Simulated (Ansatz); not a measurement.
# AlO (oxoaluminum) at UPBE/3-21G

Aim: the electronic atomisation energy of AlO (oxoaluminum) at UPBE/3-21G, from 3 runs. 

The results are computed with Ansatz 0.2.0.

48 further runs of the same task are left out: 2 that didn't finish, 46 set aside as unsound or not needed.

### 1 Starting point

The species is AlO (2 atoms), meant as a doublet with charge 0. SMILES: `[O]=[Al]`. The shape is that of a PBE0-D4/def2-TZVP optimisation.

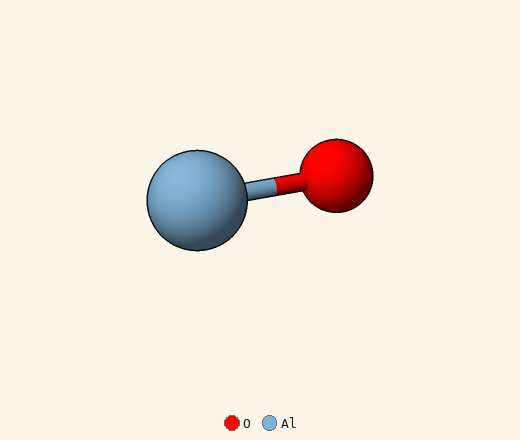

Viewed from a chosen angle; oxygen red, aluminium light blue.

### 2 The energy at UPBE/3-21G

The input, in.yaml:

```yaml
crystal:
  periodic: [false, false, false]
  atoms:
    - symbol: O
      position_ang: [0.000000, -0.000000, -0.024920]
    - symbol: Al
      position_ang: [-0.000000, 0.000000, 1.594970]
basis:
  gaussian: {orbitals: 3-21G.json}
magnetization: {spin_polarized: true, initial_magnetization: 1}
hamiltonian: {xc: pbe}
accuracy: high
```

The basis set 3-21G is read from a file made from the Basis Set Exchange's data (not shown).

On the command line:

```sh
$ ansatz run in.yaml --threads 1 --pin off --max-ram 3480MiB --events-out events.jsonl --progress --plain --runs-dir runs
```

Log:

```text
Warning: RAYON_NUM_THREADS=1 ignored (pool sized by the plan → 1); use --threads N
Functional definition: PBE
  name "PBE"
  parameter kappa = 0.804
  parameter beta = 0.06672455060314922
  exchange = pbe_x(kappa = kappa, mu = beta*pi^2/3)
  correlation = pbe_c(beta = beta)
411 factors; integrals over basis functions are off by at most 3.8e-9 eV
mean field evaluation 1: about -8576.8879 eV, gradient 5.1e1 eV
mean field evaluation 2: about -8378.2666 eV, gradient 1.3e2 eV
mean field evaluation 4: about -8585.3359 eV, gradient 2.7e1 eV
mean field evaluation 8: about -8586.7348 eV, gradient 2.2e1 eV
mean field evaluation 16: about -8589.0202 eV, gradient 7.6e-4 eV
mean field evaluation 32: about -8587.8208 eV, gradient 1.7e0 eV
mean field -8589.02020149 eV, -315.6406705578 hartree, gradient 7.8e-8 eV, S^2 0.752896; 4 other end points of the search recorded, 0 dependent functions left out
reference -8589.02020388 eV, -315.6406706454 hartree; 11, 10 occupied and 11, 12 virtual orbitals, 411 factors
Total energy: -8589.02020388 eV, -315.6406706454 hartree
```

Wall time 1.3 s (1 thread of Intel Xeon Platinum 8488C (Sapphire Rapids), shared host); peak memory 0.12 GiB.

### 3 The Al atom at the same level

The input, job.yaml:

```yaml
crystal:
  periodic: [false, false, false]
  atoms:
    - {symbol: Al, position_ang: [0.000000, 0.000000, 0.000000]}
basis:
  gaussian:
    orbitals: 3-21G.json
magnetization:
  spin_polarized: true
  initial_magnetization: 1
hamiltonian:
  xc: {name: PBE}
accuracy: high
```

The basis set 3-21G is read from a file made from the Basis Set Exchange's data (not shown).

Run the same way, it converges to -240.88015 Eh (log not shown).

### 4 The O atom at the same level

The input, run.yaml:

```yaml
crystal:
  periodic: [false, false, false]
  atoms:
    - {symbol: O, position_ang: [0.000000, 0.000000, 0.000000]}
basis:
  gaussian:
    orbitals: 3-21G.json
magnetization:
  spin_polarized: true
  initial_magnetization: 2
hamiltonian:
  xc: {name: PBE}
accuracy: high
```

The basis set 3-21G is read from a file made from the Basis Set Exchange's data (not shown).

On the command line:

```sh
$ ansatz run run.yaml --threads 1 --pin off --max-ram 3480MiB --events-out events.jsonl --progress --plain --runs-dir runs
```

Log:

```text
Warning: RAYON_NUM_THREADS=1 ignored (pool sized by the plan → 1); use --threads N
Functional definition: PBE
  name "PBE"
  parameter kappa = 0.804
  parameter beta = 0.06672455060314922
  exchange = pbe_x(kappa = kappa, mu = beta*pi^2/3)
  correlation = pbe_c(beta = beta)
42 factors; integrals over basis functions are off by at most 2.9e-9 eV
mean field evaluation 1: about -2029.0823 eV, gradient 5.4e0 eV
mean field evaluation 2: about -2029.1278 eV, gradient 3.7e0 eV
mean field evaluation 4: about -2029.1676 eV, gradient 7.1e-2 eV
mean field evaluation 8: about -2029.1670 eV, gradient 7.0e-4 eV
mean field evaluation 16: about -2029.1665 eV, gradient 1.7e-2 eV
mean field evaluation 32: about -2029.1670 eV, gradient 1.2e-6 eV
mean field -2029.16698068 eV, -74.5705111212 hartree, gradient 2.8e-8 eV, S^2 2.000386; 2 other end points of the search recorded, 0 dependent functions left out
reference -2029.16698105 eV, -74.5705111349 hartree; 5, 3 occupied and 4, 6 virtual orbitals, 42 factors
Total energy: -2029.16698105 eV, -74.5705111349 hartree
```

Run time: 0.28 s. Hardware: 1 thread of Intel Xeon Platinum 8488C (Sapphire Rapids), shared host.

### 5 Results

Level: UPBE/3-21G.

| quantity | value |
| --- | --- |
| molecule: total energy | -315.64067 Eh |
| molecule: ⟨S²⟩ | 0.753 |
| Al atom: total energy | -240.88015 Eh |
| Al atom: ⟨S²⟩ | 0.750 |
| O atom: total energy | -74.57051 Eh |
| O atom: ⟨S²⟩ | 2.000 |
| electronic atomisation energy | 5.170 eV |

Taking the molecule apart into free atoms costs 5.17 eV (499 kJ/mol), before zero-point energy and without spin-orbit coupling. The basis has no polarisation functions, which makes bonds too weak.
